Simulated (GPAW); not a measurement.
# Zn K-edge XANES of ZnNi3C (Pm-3m), part 2 of 3

Aim: the dependence of the Zn K near-edge features of ZnNi3C (Pm-3m) on volume.

GPAW 26.7.0; X-ray absorption from dipole matrix elements to empty bands, plane-wave PAW LDA.

So far. Step 2 (Ground state of the crystal): The mesh shows no gap, so the system is treated as a metal and the core electron is put at the Fermi level (neutral cell).

### Step 4. Spectrum with XCH, Zn atom 1

The holes are 5.3 Å apart. In GPAW the data set carries the hole's charge, so charge=0 means a charged cell and charge=-1 a neutral one. The excited electron is kept in the cell, where it fills the lowest empty states and screens the hole. After the field has converged, empty bands are computed with the density fixed and the dipole matrix elements are summed.

The absorber has 12 Ni at 2.66 Å (cuboctahedral, site symmetry m-3m).

Input file xas.py:

```python
import numpy as np
from ase import Atoms
from ase.parallel import parprint, paropen
from gpaw import GPAW, PW, FermiDirac, Mixer, MixerDif, setup_paths
from gpaw.test import gen
setup_paths.insert(0, '.')
gen('Zn', name='fch1s', xcname='LDA', corehole=(1, 0, 1), write_xml=True)
from gpaw.mpi import world
world.barrier()

atoms = Atoms('Zn2Ni6C2',
    cell=[[3.766253, 0, 3.766253],
     [0, 3.766253, 3.766253],
     [0, -3.766253, 3.766253]],
    scaled_positions=[[0, 0, 0],
     [0, 0.5, 0.5],
     [0.5, 0, 0],
     [0.5, 0.5, 0.5],
     [0.5, 0, 0.5],
     [0.5, 0.5, 0],
     [0, 0.5, 0],
     [0, 0, 0.5],
     [0.5, 0.25, 0.75],
     [0.5, 0.75, 0.25]],
    magmoms=[0.0, 0.0, 2.0, 2.0, 2.0, 2.0, 2.0, 2.0, 0.0, 0.0],
    pbc=True)
atoms.calc = calc = GPAW(legacy_gpaw=True, mode=PW(430), xc='LDA', setups={0: 'fch1s'},
    kpts={'size': (7, 7, 7), 'gamma': True}, occupations=FermiDirac(0.1),
    charge=-1, mixer=MixerDif(0.05, 8, 50), maxiter=150,
    convergence={'density': 0.0001}, txt='scf.txt')
energy = atoms.get_potential_energy() + calc.get_reference_energy()
ef = calc.get_fermi_level()
out = dict(energy=energy, fermi=ef, forces=atoms.get_forces().tolist(), magmoms=atoms.get_magnetic_moments().tolist())
parprint(f'all-electron energy {energy:.4f} eV, Fermi level {ef:.4f} eV')
ev = np.array([[calc.get_eigenvalues(k, s) for k in range(len(calc.get_ibz_k_points()))] for s in range(calc.get_number_of_spins())])
out['homo'], out['lumo'], out['counts'] = ev[ev < ef].max(), ev[ev > ef].min(), sorted(set((ev < ef).sum((0, 2)).tolist()))
out['filled'] = (ev[:, 0] < ef).sum(1).tolist()

from ase.units import Ha
from gpaw.xas import dipole_matrix_elements
nb = int(calc.get_number_of_electrons() / 2) + 97
top, nb = nb, nb + 8 + nb // 12
nscf = calc.fixed_density(kpts={'size': (7, 7, 7), 'gamma': True}, nbands=nb,
    convergence={'bands': top, 'eigenstates': 1e-5}, maxiter=60, txt='nscf.txt')
cell = atoms.cell.array
ops = [cell.T @ U.T @ np.linalg.inv(cell.T) for U in nscf.wfs.kd.symmetry.op_scc]
E = np.arange(-6, 34, 0.1)
fwhm = np.interp(E, [4, 25], [1.67, 3.5])
Y, X, zero, highest = 0, 0, 1e9, 1e9
for spin in range(nscf.get_number_of_spins()):
    wfs = nscf.wfs
    A = dipole_matrix_elements(wfs.setups[0])
    eps = np.zeros((wfs.kd.nibzkpts, nb))
    d = np.zeros((3, A.shape[1], wfs.kd.nibzkpts, nb), complex)
    for kpt in wfs.kpt_u:
        if kpt.s == spin and 0 in kpt.P_ani:
            eps[kpt.k] = kpt.eps_n * Ha
            d[:, :, kpt.k] = (kpt.weight * wfs.nspins / 2) ** 0.5 * np.inner(A, kpt.P_ani[0])
    world.sum(eps)
    world.sum(d)
    T = np.einsum('amkn,bmkn->abkn', d, d.conj()).real
    T = sum(np.einsum('ai,ijkn,bj->abkn', R, T, R) for R in ops) / len(ops)
    empty = eps > ef
    zero, highest = min(zero, eps[empty].min()), min(highest, eps[:, top - 1].min())
    lines = [(eps, T, empty)] if spin == 0 else lines + [(eps, T, empty)]
for eps, T, empty in lines:
    f = np.einsum('aakn->akn', T).reshape(3, -1)
    x = eps.ravel() - zero
    w = np.interp(x, E, fwhm) / 2.35482
    g = np.exp(-0.5 * ((E[:, None] - x) / w) ** 2) / (w * (2 * np.pi) ** 0.5)
    Y = Y + (f * empty.ravel()) @ g.T
    X = X + (f * ~empty.ravel()) @ g.T
out.update(E=E.round(2).tolist(), xas=Y.tolist(), xes=X.tolist(), zero=zero, valid=highest - zero, nk=len(eps), nb=nb)
for i in range(0, len(E), 10):
    parprint(f'{E[i]:7.2f}', *(f'{v:10.3e}' for v in Y[:, i]))
import json
with paropen('out.json', 'w') as f:
    json.dump(out, f)
```

Run with:

```
$ OMP_NUM_THREADS=1 mpirun -n 2 gpaw python xas.py
```

Numbers of over 12 decimals in the logs are rounded to 6 here.

The program printed:

```text
Input parameters:
  charge: -1
  convergence: {density: 0.0001}
  kpts: {gamma: True,
         size: (7, 7, 7)}
  maxiter: 150
  mixer: {backend: pulay,
          beta: 0.05,
          method: difference,
          nmaxold: 8,
          weight: 50}
  mode: {ecut: 430.0,
         name: pw}
  occupations: {fixmagmom: False,
                name: fermi-dirac,
                width: 0.1}
  setups: {0: fch1s}

Initialize ...

[... PAW data sets ...]

Reference energy: -337737.309560  # eV

Spin-polarized calculation.
Initial magnetic moment: 12.000000

[... convergence settings ...]
Symmetries present (total): 48
  [... symmetry matrices ...]

343 k-points: 7 x 7 x 7 Monkhorst-Pack grid
20 k-points in the irreducible part of the Brillouin zone
       k-points in crystal coordinates                weights
   0:     0.00000000    0.00000000    0.00000000          1/343
   1:     0.14285714    0.14285714    0.00000000          8/343
   2:     0.14285714    0.14285714    0.14285714          6/343
   3:     0.28571429    0.14285714    0.14285714         12/343
   4:     0.28571429    0.28571429    0.00000000          8/343
   5:     0.28571429    0.28571429    0.14285714         24/343
   6:     0.28571429    0.28571429    0.28571429          6/343
   7:     0.42857143   -0.28571429   -0.28571429         12/343
   8:     0.42857143    0.28571429   -0.42857143         24/343
   9:     0.42857143    0.28571429   -0.28571429         24/343
          ...
  19:     0.42857143    0.42857143    0.42857143          6/343

Wave functions: Plane wave expansion
  Cutoff energy: 430.000 eV
  Number of coefficients (min, max): 2109, 2185
  Pulay-stress correction: 0.000000 eV/Ang^3 (de/decut=0.000000)
  Using FFTW library
  Wavefunction extrapolation:
    Improved wavefunction reuse through dual PAW basis

Occupation numbers: Fermi-Dirac:
  width: 0.1000  # eV

Eigensolver
   Davidson(niter=2)

Densities:
  Coarse grid: 27*27*27 grid
  Fine grid: 54*54*54 grid
  Total Charge: 0.000000

Density mixing:
  Method: difference
  Backend: pulay
  Linear mixing parameter: 0.05
  old densities: 8
  Width of damping distribution: 1.1
  Damping of long wavelength oscillations: 50

[... Hamiltonian set-up ...]
Number of atoms: 10
Number of atomic orbitals: 98
Number of bands in calculation: 89
Number of valence electrons: 129
Bands to converge: occupied

... initialized

Initializing position-dependent things.

Density initialized from atomic densities
Creating initial wave functions:
  89 bands from LCAO basis set

              C
             Ni
            C Ni
        Zn
         Ni
            Ni
             Ni
       Ni
        Zn

Atomic positions and initial magnetic moments

Positions:
   0 Zn     0.000000    0.000000    0.000000    ( 0.0000,  0.0000,  0.0000)
   1 Zn     0.000000    0.000000    3.766253    ( 0.0000,  0.0000,  0.0000)
   2 Ni     1.883126    0.000000    1.883126    ( 0.0000,  0.0000,  2.0000)
   3 Ni     1.883126    0.000000    5.649380    ( 0.0000,  0.0000,  2.0000)
   4 Ni     1.883126   -1.883126    3.766253    ( 0.0000,  0.0000,  2.0000)
   5 Ni     1.883126    1.883126    3.766253    ( 0.0000,  0.0000,  2.0000)
   6 Ni     0.000000    1.883126    1.883126    ( 0.0000,  0.0000,  2.0000)
   7 Ni     0.000000   -1.883126    1.883126    ( 0.0000,  0.0000,  2.0000)
   8 C      1.883126   -1.883126    5.649380    ( 0.0000,  0.0000,  0.0000)
   9 C      1.883126    1.883127    5.649379    ( 0.0000,  0.0000,  0.0000)

Unit cell:
           periodic     x           y           z      points  spacing
  1. axis:    yes    3.766253    0.000000    3.766253    27     0.1395
  2. axis:    yes    0.000000    3.766253    3.766253    27     0.1611
  3. axis:    yes    0.000000   -3.766253    3.766253    27     0.1611

  Lengths:   5.326286   5.326286   5.326286
  Angles:   90.000000  60.000000  60.000000

[...]
iter:  15  -114.178374c  -6.84  -4.32c   -0.0050
iter:  16  -114.178283c  -5.96  -4.39c   -0.0049
iter:  17  -114.178293c  -7.22  -4.54c   -0.0049
iter:  18  -114.178286c  -7.00  -4.90c   -0.0049
iter:  19  -114.178288c  -7.80c -5.18c   -0.0049

Converged after 19 iterations.

Dipole moment: (-0.000000, -0.000000, 0.000000) |e|*Ang

Total magnetic moment: (0.000000, 0.000000, -0.004907)
Local magnetic moments:
   0 Zn ( 0.000000,  0.000000, -0.009880)
   1 Zn ( 0.000000,  0.000000,  0.000236)
   2 Ni ( 0.000000,  0.000000,  0.001178)
   3 Ni ( 0.000000,  0.000000,  0.001178)
   4 Ni ( 0.000000,  0.000000,  0.001178)
   5 Ni ( 0.000000,  0.000000,  0.001178)
   6 Ni ( 0.000000,  0.000000,  0.001178)
   7 Ni ( 0.000000,  0.000000,  0.001178)
   8 C  ( 0.000000,  0.000000,  0.000069)
   9 C  ( 0.000000,  0.000000,  0.000069)

Energy contributions relative to reference atoms: (reference = -337737.309560)

Kinetic:        +63.325175
Potential:      -47.108428
External:        +0.000000
XC:            -130.576239
Entropy (-ST):   -0.192927
Local:           +0.277668
SIC:             +0.000000
--------------------------
Free energy:   -114.274751
Extrapolated:  -114.178288

Spin contamination: 0.009678 electrons
Showing only first 2 kpts
                      Up                     Down
 Kpt  Band  Eigenvalues  Occupancy  Eigenvalues  Occupancy
  0    62      7.56355    0.99968      7.56431    0.99967
  0    63      7.56355    0.99968      7.56431    0.99967
  0    64      7.56355    0.99968      7.56431    0.99967
  0    65      7.79218    0.99683      7.79275    0.99682

  1    62      7.62492    0.99940      7.62521    0.99940
  1    63      7.74312    0.99806      7.74369    0.99805
  1    64      7.77864    0.99723      7.77670    0.99729
  1    65      7.77864    0.99723      7.77670    0.99729

Fermi level: 8.36736

No gap
No difference between direct/indirect transitions

Forces in eV/Ang:
  0 Zn    0.00000    0.00000    0.00000
  1 Zn   -0.00000    0.00000    0.00000
  2 Ni   -0.00000    0.00000    0.00000
  3 Ni    0.00000   -0.00000    0.00000
  4 Ni   -0.00000    0.00000   -0.00000
  5 Ni    0.00000    0.00000   -0.00000
  6 Ni    0.00000    0.00000   -0.00000
  7 Ni    0.00000    0.00000    0.00000
  8 C     0.00000    0.00000   -0.00000
  9 C     0.00000   -0.00000   -0.00000
Scalar-relativistic atomic LDA calculation for Zn (Zinc, Z=30)
Core hole in 1s state (1s occupation: 1.0)
600 radial gridpoints.
|------------------------------------------------|
|------------------------------------------------|
[... the atom generator's iteration count ...]

Energy contributions:
-------------------------
Kinetic:    +1455.313461
XC:           -60.592874
Potential:  -2831.921453
-------------------------
Total:      -1437.200866

state      eigenvalue         ekin         rmax
-----------------------------------------------
1s^1.0 :  -362.370562   457.247084        0.033
2s^2.0 :   -45.586324    89.692358        0.186
2p^6.0 :   -40.551796    88.902557        0.147
3s^2.0 :    -5.578362    20.178333        0.572
3p^6.0 :    -3.921210    18.278078        0.568
3d^10.0:    -1.035193    13.091422        0.530
4s^2.0 :    -0.603317     2.163486        1.866
4p^0.0 :    -0.343743     1.345124        2.300
-----------------------------------------------
(units: Bohr and Hartree)

Generating PAW setup
Kinetic energy of the core from tauc = 1332.765430
Cutoffs:
rc(s)=2.430
rc(p)=2.400
rc(d)=2.230
rc(vbar)=2.260
rc(comp)=2.200
rc(nct)=2.430

Kinetic energy of the core states: 1320.072273
Charge: 1.0
Core electrons: 17.0
Valence electrons: 12.0
Pseudo-core charge: 0.063801
Shape function alpha=2.066
Pseudo-electron charge 3.436182
state    eigenvalue         norm
--------------------------------
4s(2) :    -0.603317     1.206269
*s    :     0.396683
4p(0) :    -0.343743     1.021921
*p    :     0.656257
3d(10):    -1.035193     0.095984
*d    :    -0.035193
--------------------------------

Diagonalizing with gridspacing h=0.050

state   all-electron     PAW
-------------------------------
4s:      -0.603317    -0.603615
4p:      -0.343743    -0.343956
3d:      -1.035193    -1.035651
*f:                   -0.018332
-------------------------------
all-electron energy -337851.4878 eV, Fermi level 8.3674 eV
  -6.00  5.949e-25  5.949e-25  5.949e-25
  -5.00  4.170e-20  4.170e-20  4.170e-20
  -4.00  4.269e-16  4.269e-16  4.269e-16
  -3.00  6.456e-13  6.456e-13  6.456e-13
  -2.00  1.462e-10  1.462e-10  1.462e-10
  -1.00  5.115e-09  5.115e-09  5.115e-09
  -0.00  3.275e-08  3.275e-08  3.275e-08
[...]
31.00  1.979e-07  1.979e-07  1.979e-07
  32.00  2.281e-07  2.281e-07  2.281e-07
  33.00  2.771e-07  2.771e-07  2.771e-07
```

Wall time 7.2 min (2 MPI ranks of Arm Neoverse V1, shared host); peak memory 0.72 GiB.

The Zn K spectrum, Zn atom 1, excited-electron core hole (neutral cell) (energy from the lowest empty level; intensity scaled to a mean of 1 over the first 20 eV):

| E (eV) | intensity |
| --- | --- |
| -2.0 | 0.00 |
| -0.5 | 0.04 |
| 1.0 | 0.24 |
| 2.5 | 1.03 |
| 4.0 | 1.87 |
| 5.5 | 0.89 |
| 7.0 | 0.33 |
| 8.5 | 0.41 |
| 10.0 | 0.59 |
| 11.5 | 0.78 |
| 13.0 | 1.25 |
| 14.5 | 1.74 |
| 16.0 | 1.74 |
| 17.5 | 1.29 |
| 19.0 | 0.96 |
| 20.5 | 0.75 |
| 22.0 | 0.57 |
| 23.5 | 0.53 |
| 25.0 | 0.50 |
| 26.5 | 0.45 |
| 28.0 | 0.45 |
| 29.5 | 0.50 |
| 31.0 | 0.55 |

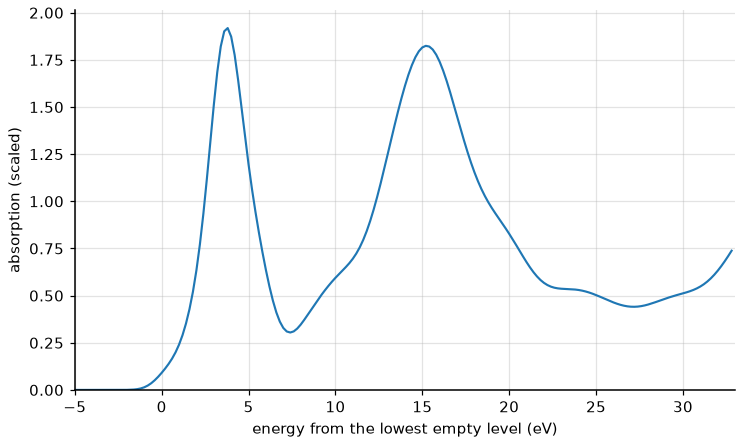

The Zn K edge, Zn atom 1, excited-electron core hole (neutral cell): main maxima at 3.8 and 15.2 eV.

Main maxima below 30 eV (height): 3.8 eV (1.92) and 15.2 eV (1.82). A K edge sees empty p states on the absorber.

The total-energy difference is 9640.67 eV. The tabulated edge of the element is 9659 eV. The functional leaves an error in such absolute values: in the free atom LDA prices this hole 19.1 eV below PBE (computed apart), and PBE is itself good to a few eV.

### Step 5. Supercell without a hole, the energy reference

The cell changes for the next run, so it gets a reference energy of its own.

The cell differs from the one that the last finished run ended in (a 5.326 → 5.161 Å, b 5.326 → 5.161 Å, c 5.326 → 5.161 Å).

Input file scf.py:

```python
import numpy as np
from ase import Atoms
from ase.parallel import parprint, paropen
from gpaw import GPAW, PW, FermiDirac, Mixer, MixerDif, setup_paths
from gpaw.test import gen
setup_paths.insert(0, '.')
gen('Zn', name='nch1s', xcname='LDA', corehole=(1, 0, 0), write_xml=True)
from gpaw.mpi import world
world.barrier()

atoms = Atoms('Zn2Ni6C2',
    cell=[[3.64969541, 0, 3.64969541],
     [0, 3.64969541, 3.64969541],
     [0, -3.64969541, 3.64969541]],
    scaled_positions=[[0, 0, 0],
     [0, 0.5, 0.5],
     [0.5, 0, 0],
     [0.5, 0.5, 0.5],
     [0.5, 0, 0.5],
     [0.5, 0.5, 0],
     [0, 0.5, 0],
     [0, 0, 0.5],
     [0.5, 0.25, 0.75],
     [0.5, 0.75, 0.25]],
    magmoms=[0.0, 0.0, 2.0, 2.0, 2.0, 2.0, 2.0, 2.0, 0.0, 0.0],
    pbc=True)
atoms.calc = calc = GPAW(legacy_gpaw=True, mode=PW(430), xc='LDA', setups={0: 'nch1s'},
    kpts={'size': (7, 7, 7), 'gamma': True}, occupations=FermiDirac(0.1),
    charge=0, mixer=MixerDif(0.05, 8, 50), maxiter=150,
    convergence={'density': 0.0001}, txt='scf.txt')
energy = atoms.get_potential_energy() + calc.get_reference_energy()
ef = calc.get_fermi_level()
out = dict(energy=energy, fermi=ef, forces=atoms.get_forces().tolist(), magmoms=atoms.get_magnetic_moments().tolist())
parprint(f'all-electron energy {energy:.4f} eV, Fermi level {ef:.4f} eV')
ev = np.array([[calc.get_eigenvalues(k, s) for k in range(len(calc.get_ibz_k_points()))] for s in range(calc.get_number_of_spins())])
out['homo'], out['lumo'], out['counts'] = ev[ev < ef].max(), ev[ev > ef].min(), sorted(set((ev < ef).sum((0, 2)).tolist()))
out['filled'] = (ev[:, 0] < ef).sum(1).tolist()
import json
with paropen('out.json', 'w') as f:
    json.dump(out, f)
```

Run with:

```
$ OMP_NUM_THREADS=1 mpirun -n 2 gpaw python scf.py
```

The program printed:

```text
Input parameters:
  convergence: {density: 0.0001}
  kpts: {gamma: True,
         size: (7, 7, 7)}
  maxiter: 150
  mixer: {backend: pulay,
          beta: 0.05,
          method: difference,
          nmaxold: 8,
          weight: 50}
  mode: {ecut: 430.0,
         name: pw}
  occupations: {fixmagmom: False,
                name: fermi-dirac,
                width: 0.1}
  setups: {0: nch1s}

Initialize ...

[...]
*s    :     0.771506
4p(0) :    -0.045217     1.008310
*p    :     0.954783
3d(10):    -0.383140     0.154691
*d    :     0.616860
--------------------------------

Diagonalizing with gridspacing h=0.050

state   all-electron     PAW
-------------------------------
4s:      -0.228494    -0.228671
4p:      -0.045217    -0.045275
3d:      -0.383140    -0.383726
*f:                    0.072913
-------------------------------
all-electron energy -347492.3435 eV, Fermi level 9.2589 eV
[key lines of the parts left out:]
Converged after 17 iterations.
Dipole moment: (-0.000000, 0.000000, -0.000000) |e|*Ang
Free energy:    -75.474212
Fermi level: 9.25890
```

The job ended after 2.2 min (2 MPI ranks; peak memory 0.44 GiB).

Reference energy: -347492.344 eV with the cores included.

### Step 6. Spectrum with XCH, Zn atom 1

Shorter bonds are expected to push antibonding states and scattering resonances up, and longer ones down; the cell is scaled to test that.

Changed against the first core-hole run: volume scale from 1 to 0.91.

xas.py: that of step 4 with these lines changed.

```diff
@@ -11,5 +11,5 @@
 atoms = Atoms('Zn2Ni6C2',
-    cell=[[3.766253, 0, 3.766253],
-     [0, 3.766253, 3.766253],
-     [0, -3.766253, 3.766253]],
+    cell=[[3.64969541, 0, 3.64969541],
+     [0, 3.64969541, 3.64969541],
+     [0, -3.64969541, 3.64969541]],
     scaled_positions=[[0, 0, 0],
@@ -40,3 +40,3 @@
 from gpaw.xas import dipole_matrix_elements
-nb = int(calc.get_number_of_electrons() / 2) + 97
+nb = int(calc.get_number_of_electrons() / 2) + 91
 top, nb = nb, nb + 8 + nb // 12
```

Run with:

```
$ OMP_NUM_THREADS=1 mpirun -n 2 gpaw python xas.py
```

The program printed:

```text
Input parameters:
  charge: -1
  convergence: {density: 0.0001}
  kpts: {gamma: True,
         size: (7, 7, 7)}
  maxiter: 150
  mixer: {backend: pulay,
          beta: 0.05,
          method: difference,
          nmaxold: 8,
          weight: 50}
  mode: {ecut: 430.0,
         name: pw}
  occupations: {fixmagmom: False,
                name: fermi-dirac,
                width: 0.1}
  setups: {0: fch1s}

[...]
4s:      -0.603317    -0.603615
4p:      -0.343743    -0.343956
3d:      -1.035193    -1.035651
*f:                   -0.018332
-------------------------------
all-electron energy -337851.5823 eV, Fermi level 9.6964 eV
  -6.00  7.742e-25  7.742e-25  7.742e-25
  -5.00  5.117e-20  5.117e-20  5.117e-20
  -4.00  4.951e-16  4.951e-16  4.951e-16
  -3.00  7.170e-13  7.170e-13  7.170e-13
[...]
32.00  1.814e-07  1.814e-07  1.814e-07
  33.00  1.906e-07  1.906e-07  1.906e-07
[key lines of the parts left out:]
Converged after 18 iterations.
Dipole moment: (-0.000000, 0.000000, -0.000000) |e|*Ang
Free energy:   -114.358315
Fermi level: 9.69636
```

Wall time 5.2 min (2 MPI ranks); peak memory 0.67 GiB.

```
E (eV)  first run  this run
  -2.0       0.00      0.00
  -1.0       0.01      0.02
   0.0       0.09      0.10
   1.0       0.24      0.21
   2.0       0.63      0.52
   3.0       1.51      1.27
   4.0       1.87      2.00
   5.0       1.20      1.47
   6.0       0.64      0.84
   7.0       0.33      0.43
   8.0       0.35      0.32
   9.0       0.48      0.42
  10.0       0.59      0.53
  11.0       0.70      0.62
  12.0       0.90      0.70
  13.0       1.25      0.87
  14.0       1.61      1.18
  15.0       1.82      1.52
  16.0       1.74      1.76
  17.0       1.45      1.76
  18.0       1.15      1.57
  19.0       0.96      1.32
  20.0       0.83      1.11
  21.0       0.68      0.95
  22.0       0.57      0.79
  23.0       0.54      0.65
  24.0       0.53      0.59
  25.0       0.50      0.58
  26.0       0.46      0.56
  27.0       0.44      0.52
  28.0       0.45      0.48
  29.0       0.48      0.46
  30.0       0.51      0.47
  31.0       0.55      0.50
  32.0       0.63      0.52
```

The scaled spectrum changes by 22 % r.m.s. The highest intensity below 24 eV goes from 3.8 eV (1.92) to 4.0 eV (2.00).

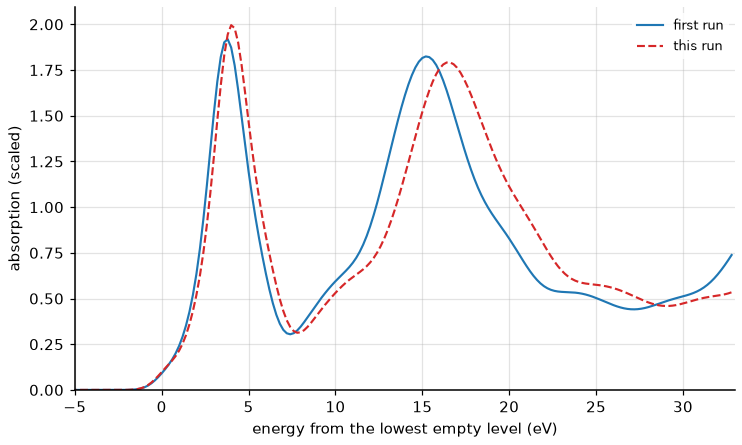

The effect of the change (volume scale from 1 to 0.91).

The photon energy of the zero moves by +0.09 eV.

### Step 7. Reference energy of the supercell

The cell changes for the next run, so it gets a reference energy of its own.

The cell differs from the one that the last finished run ended in (a 5.161 → 5.379 Å, b 5.161 → 5.379 Å, c 5.161 → 5.379 Å).

scf.py: that of step 5 with these lines changed.

```diff
@@ -11,5 +11,5 @@
 atoms = Atoms('Zn2Ni6C2',
-    cell=[[3.64969541, 0, 3.64969541],
-     [0, 3.64969541, 3.64969541],
-     [0, -3.64969541, 3.64969541]],
+    cell=[[3.80354506, 0, 3.80354506],
+     [0, 3.80354506, 3.80354506],
+     [0, -3.80354506, 3.80354506]],
     scaled_positions=[[0, 0, 0],
```

Run with:

```
$ OMP_NUM_THREADS=1 mpirun -n 2 gpaw python scf.py
```

The program printed:

```text
Input parameters:
  convergence: {density: 0.0001}
  kpts: {gamma: True,
         size: (7, 7, 7)}
  maxiter: 150
  mixer: {backend: pulay,
          beta: 0.05,
          method: difference,
          nmaxold: 8,
          weight: 50}
  mode: {ecut: 430.0,
         name: pw}
  occupations: {fixmagmom: False,
                name: fermi-dirac,
                width: 0.1}
  setups: {0: nch1s}

Initialize ...

[...]
*s    :     0.771506
4p(0) :    -0.045217     1.008310
*p    :     0.954783
3d(10):    -0.383140     0.154691
*d    :     0.616860
--------------------------------

Diagonalizing with gridspacing h=0.050

state   all-electron     PAW
-------------------------------
4s:      -0.228494    -0.228671
4p:      -0.045217    -0.045275
3d:      -0.383140    -0.383726
*f:                    0.072913
-------------------------------
all-electron energy -347491.8608 eV, Fermi level 7.5802 eV
[key lines of the parts left out:]
Converged after 24 iterations.
Dipole moment: (-0.000000, 0.000000, 0.000000) |e|*Ang
Free energy:    -75.001731
Fermi level: 7.58022
```

Elapsed: 4.2 min, on 2 MPI ranks; peak memory 0.48 GiB.

Reference energy: -347491.861 eV with the cores included.

(Continued in part 3 of 3.)

[Banner, clock and machine lines of the logs are left out without a mark of their own.]

[Logs are printed without paths, hosts, clocks, repeated set-up lines and the standing remarks that a program may print on its own settings, such as how far it seeks lower states.]

[Hosts, paths, dates, database ids (printed as entryN), source tags and the programs' standing remarks are cut or masked in the printed files.]

[Lists of maxima count a maximum above −3 eV only where it reaches 4 % of the highest in the window and stands out from its surroundings by 2 % of it (1.5 % where it reaches 55 %); shoulders and weaker maxima are passed over, and of the rest the first, up to two pre-edge ones and the few strongest are named.]
